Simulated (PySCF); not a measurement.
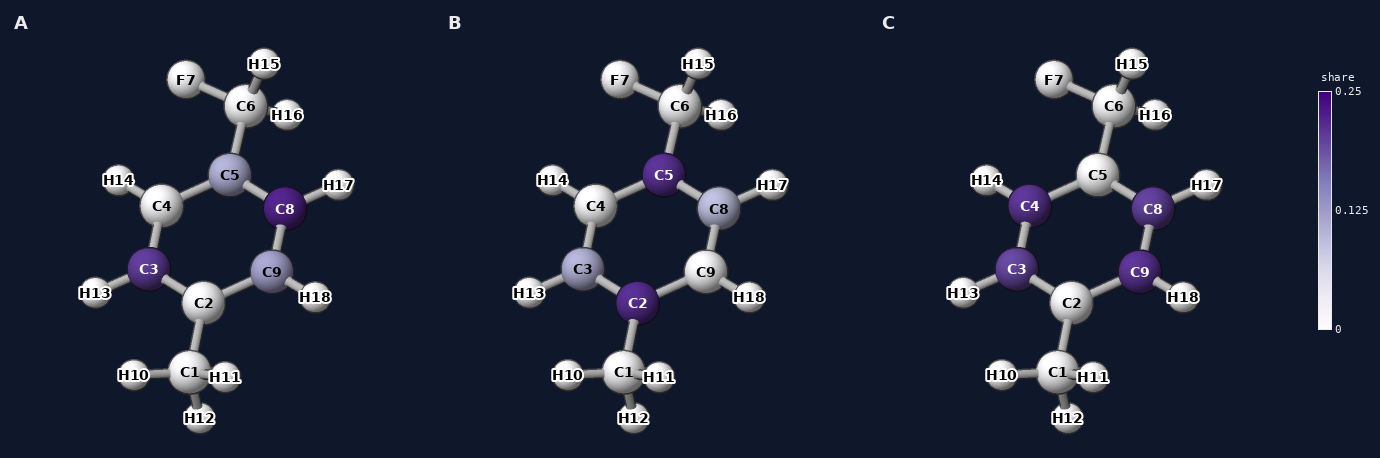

Each panel colours the atoms by their Löwdin share in one orbital (up to four of the largest shares; other atoms are shown as zero). The geometry was computed by an optimisation with GFN2-xTB. No frequency run is at hand to confirm it as a minimum. Level of theory: PBE0/def2-SVPD (PySCF 2.14.0).

The panels show the HOMO−1, HOMO, LUMO, in some order. Which is which?

Answer. A: LUMO, −0.35 eV; C8 0.22, C3 0.20, C9 0.12, C5 0.10
B: HOMO, −6.92 eV; C2 0.21, C5 0.21, C3 0.10, C8 0.09
C: HOMO−1, −7.41 eV; C9 0.21, C4 0.21, C8 0.20, C3 0.19
